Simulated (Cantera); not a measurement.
Charge: 1 mol C₆H₆, 0.16 mol NH₃, 1.3 mol H₂, held at 0.00260 bar.

Cantera equilibrium calculation (NASA polynomials, part measured and part estimated; ideal gas, pure solids and liquids). Candidate condensed phases: C, C₆H₆, C₇H₈, C₈H₁₈; 92 gas species. The numbers say what is thermodynamically allowed, not how fast it happens.

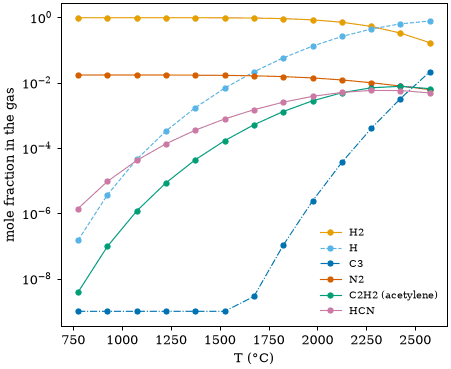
Figure. Equilibrium gas composition (values under 1e-9 drawn at 1e-9)

From 775 °C to 2575 °C the condensed part is C(graphite). The main C-bearing gas is CH₄ at 775 °C and C₃ at 2575 °C.
